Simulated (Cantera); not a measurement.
Input: 1 mol C3H8, a varied amount of CO2, 5.5 mol H2, at 552 °C and 0.100 bar.

Method: chemical equilibrium by Gibbs-energy minimisation in Cantera with the NASA 1993 tables (ideal gas, pure condensed phases). Candidate condensed phases: C, C6H6, C7H8, C8H18, H2O; 110 gas species. The numbers say what is thermodynamically allowed, not how fast it happens.

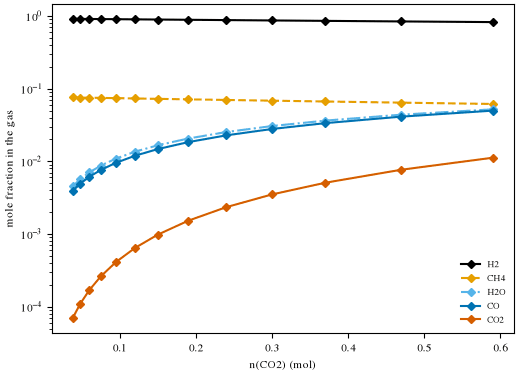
*Equilibrium gas composition (values under 1e-9 drawn at 1e-9)*

From 0.038 mol CO2 to 0.59 mol CO2 the condensed part is C(graphite). The main C-bearing gas is CH4 throughout. The share of C in condensed phases is highest at 0.038 mol CO2 (76.7 %) and lowest at 0.59 mol CO2 (67.5 %).
